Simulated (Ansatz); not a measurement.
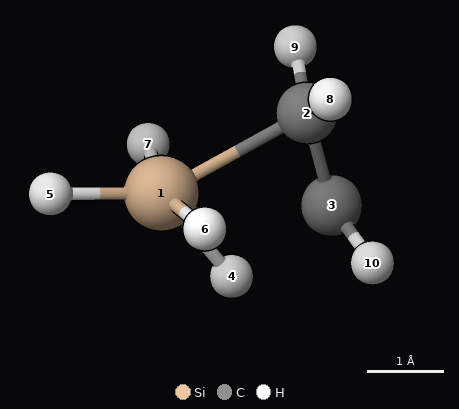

Starting structure of C2H8Si. A ball-and-stick model, seen at a tilt.

These are results of RKS PBE-D4/pcseg-2 (Ansatz 0.2.0), not measurements.

Input
```yaml
crystal:
  periodic: [false, false, false]
  atoms:
    - {symbol: Si, position_ang: [0.352688, 1.172251, 0.152598]}
    - {symbol: C, position_ang: [0.185800, -0.969343, 0.587873]}
    - {symbol: C, position_ang: [-0.573682, -0.865180, -0.581477]}
    - {symbol: H, position_ang: [-0.567656, 0.676281, -1.065037]}
    - {symbol: H, position_ang: [0.897435, 2.538288, 0.531054]}
    - {symbol: H, position_ang: [-0.887677, 1.215924, 0.987994]}
    - {symbol: H, position_ang: [1.534670, 0.698864, -0.633132]}
    - {symbol: H, position_ang: [-0.318217, -1.058374, 1.540743]}
    - {symbol: H, position_ang: [1.184929, -1.380509, 0.535749]}
    - {symbol: H, position_ang: [-1.656627, -0.853133, -0.525220]}
    - {symbol: H, position_ang: [-0.151565, -1.174970, -1.531145]}
basis:
  gaussian: {orbitals: pcseg-2}
hamiltonian: {xc: pbe, dispersion: d4}
relax: {f_tol: 0.01, max_steps: 60, escape_saddle: false}
```

Launched with:
```bash
ansatz run in.yaml --threads 2 --pin off --events-out ev --progress --plain --max-ram 4352MiB
```

> What does the optimiser find from here?

After 16 geometry steps the energy has fallen by 71.6 kcal/mol. The largest force component goes from 0.26 to 0.0067 eV/Å. H5 moves most after the best rigid fit: 1.51 Å. Largest moves by element: H 1.51 Å, C 0.44 Å, Si 0.39 Å. Among the contacts that change: Si1–H4 1.605 → 2.814 Å, Si1–C3 2.355 → 2.873 Å, C3–H4 1.616 → 1.100 Å, Si1–C2 2.192 → 1.886 Å. New bonds form: C3–H4 (1.62 → 1.10 Å). Bonds break: Si1–H4 (1.60 → 2.81 Å). Bond angles that change, for instance: H6–Si1–H7 163.2° → 107.8°, C2–Si1–H5 149.0° → 111.6°, Si1–C2–C3 78.6° → 113.2°. Cost: 28 s on 2 threads of Intel Xeon 6975P-C (shared host).

Step by step:

| step | E − E(0), kcal/mol | largest force component, eV/Å |
| --- | --- | --- |
| 0 | 0.00 | 0.2589 |
| 1 | -0.27 | 0.1120 |
| 2 | -0.32 | 0.0816 |
| 3 | -0.36 | 0.1434 |
| 4 | -0.54 | 0.2868 |
| 5 | -1.30 | 0.5962 |
| 6 | -4.67 | 1.2968 |
| 7 | -16.04 | 2.2311 |
| 8 | -35.05 | 2.4391 |
| 9 | -51.52 | 1.8498 |
| 10 | -64.61 | 1.0285 |
| 11 | -68.28 | 0.8253 |
| 12 | -70.44 | 0.3455 |
| 13 | -71.41 | 0.2183 |
| 14 | -71.54 | 0.0856 |
| 15 | -71.56 | 0.0242 |
| 16 | -71.56 | 0.0067 |

Final geometry:

```xyz
11

Si    0.5755    1.2851    0.4522
C     0.1685   -0.5560    0.4279
C    -0.7212   -0.9686   -0.7700
H    -0.9728   -0.1238   -1.4285
H     1.4358    1.6446    1.6240
H    -0.6856    2.0903    0.5221
H     1.2960    1.6692   -0.8035
H    -0.3154   -0.8084    1.3833
H     1.1178   -1.1122    0.4236
H    -1.6727   -1.3997   -0.4334
H    -0.2258   -1.7204   -1.3977
```

The end point in the same view:

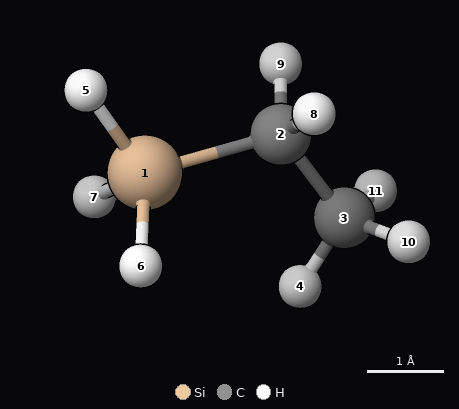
